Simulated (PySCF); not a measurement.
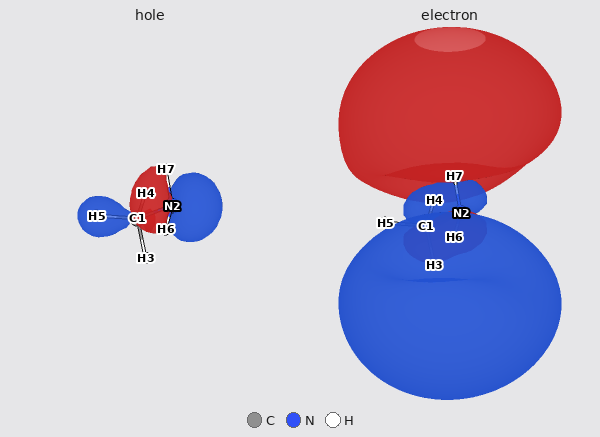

CH₅N, SMILES `CN`. Leading natural transition orbital pair of S₃ (TDA singlet states); the surfaces enclose about 70 % of each orbital's density.

Computed with PySCF, PBE0/aug-cc-pVDZ, geometry: GFN2-xTB. No frequency check shows the geometry to be a minimum.

Cartesian coordinates (Å):

```
C1       0.7030    0.0000   -0.0159
N2      -0.7431   -0.0001    0.1206
H3       1.0986   -0.8841    0.4833
H4       1.0989    0.8832    0.4840
H5       1.0620    0.0005   -1.0554
H6      -1.1379   -0.8184   -0.3310
H7      -1.1376    0.8190   -0.3303
```

Where does the state lie, and where do hole and electron sit?

6.47 eV (192 nm), f = 0.002 (very weak), diffuse (Rydberg-like) orbital; the leading pair carries 100 %; hole on N2 (66 %), C1 (11 %) and H5 (8 %), electron on H6 and H7 (22 % each), C1 (13 %) and H3 and H4 (12 % each) (atom shares of so diffuse an orbital are rough); their centroids lie 0.3 Å apart. In canonical orbitals it is mainly HOMO → LUMO+2 (97 %). The HOMO–LUMO gap is 6.75 eV.
